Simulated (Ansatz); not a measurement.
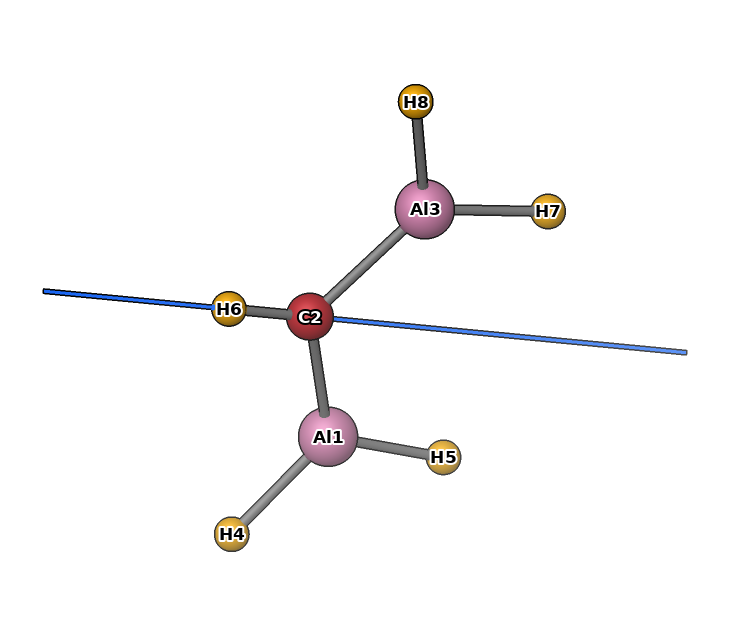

A line through the centre of mass is drawn in. Depth is shown by fading: the farther an atom, the more it takes the colour of the background. The species has charge −1 and is a spin singlet. The geometry was computed by an optimisation with PBE0-D4/def2-TZVPD. No frequency run is at hand to confirm it as a minimum.

Is the line a proper rotation axis of the structure, and of what order?

Answer. Yes, a C2 axis. A turn by 180° leaves C2, H6 in place and moves Al1 ↔ Al3; H4 ↔ H8; H5 ↔ H7. The point group is C2v.
